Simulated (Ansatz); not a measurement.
Band structure of SnO2 (P4_2/mnm, 6 atoms in the cell).

```
SnO2
1.0
    4.79341     0.00000     0.00000
    0.00000     4.79341     0.00000
    0.00000     0.00000     3.22675
Sn O
2 4
Direct
  0.50000   0.50000   0.50000
  0.00000   0.00000   0.00000
  0.19403   0.80597   0.50000
  0.80597   0.19403   0.50000
  0.69403   0.69403   0.00000
  0.30597   0.30597   0.00000
```

Computed with PBE, PAW files (plane waves; Ansatz, an electronic-structure program).

Settings: basis.ecutwfc = 420 eV; kpoints.mp_grid.grid = 4 4 5; hamiltonian.xc = pbe; hamiltonian.pseudopotentials = {kind: paw} (an earlier, softer set of the program's PAW files); scf.occupations.method = fermi_dirac; scf.occupations.width = 0.02 eV; kpoints.band_path.npoints = 8.

The starting cell comes from a database of computed structures (which also holds hypothetical and non-ambient phases and stackings), without a prior relaxation at this level. Its lattice was rescaled by a random factor within 2.5 % of one.

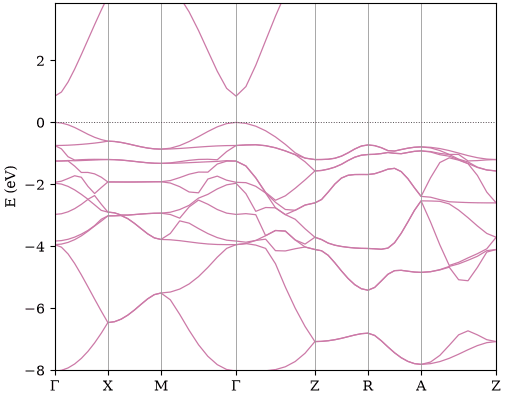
*Bands along the path, energies from the top of the valence band on the path.*

**Question.** Read off roughly the gap and where its edges lie.

**Answer.** The gap along the path is about 0.8 eV (computed: 0.85 eV), direct at Γ to within 0.01 eV.

Levels in eV from the top of the valence band on the path, bands 23 to 30:
| point | 23 | 24 | 25 | 26 | 27 | 28 | 29 | 30 |
|---|---|---|---|---|---|---|---|---|
| Γ | -1.25 | -0.75 | -0.75 | 0.00 | 0.85 | 5.86 | 6.15 | 6.15 |
| X | -1.20 | -1.20 | -0.61 | -0.61 | 4.07 | 4.07 | 6.91 | 6.91 |
| M | -1.32 | -1.32 | -0.86 | -0.86 | 4.47 | 4.47 | 7.29 | 7.29 |
| Z | -1.57 | -1.57 | -1.20 | -1.20 | 5.78 | 5.78 | 9.50 | 9.50 |
| R | -1.04 | -1.04 | -0.73 | -0.73 | 6.05 | 6.05 | 7.79 | 7.79 |
| A | -0.92 | -0.92 | -0.79 | -0.79 | 4.51 | 4.51 | 8.75 | 8.75 |

Keys are those of Ansatz 0.2.
